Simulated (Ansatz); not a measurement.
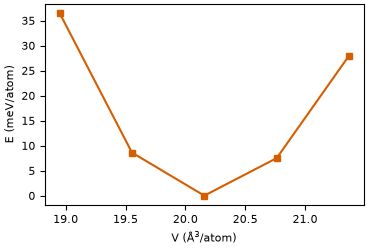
*TePt in space group Cmcm (No. 63; Te on 4c, Pt on 4c) under volume change, plane-wave PAW PBEsol (Ansatz code), shape and atoms relaxed at each volume.*

### Question
What does a third-order Birch–Murnaghan fit give for V₀, B₀ and B′?

### Answer
V₀ = 20.16 Å³/atom, B₀ = 140 GPa, B′ = 5.6.

The start of the workflow was typed in or built on a structure type; neither database checked (COD, Materials Project) lists it. COD files the formula under space group No. 166, 194. Its standing as an ambient phase is unchecked. The cell was relaxed with PBEsol under the symmetry of its start; its stability against distortions is not shown here. No spin polarisation was allowed. Spin–orbit coupling is left out wherever it is not named.

Potentials: the earlier of the program's two PAW sets. The files were generated under PBE; for other functionals the program regenerates the frozen cores, and for LDA and PBEsol the local potential too.
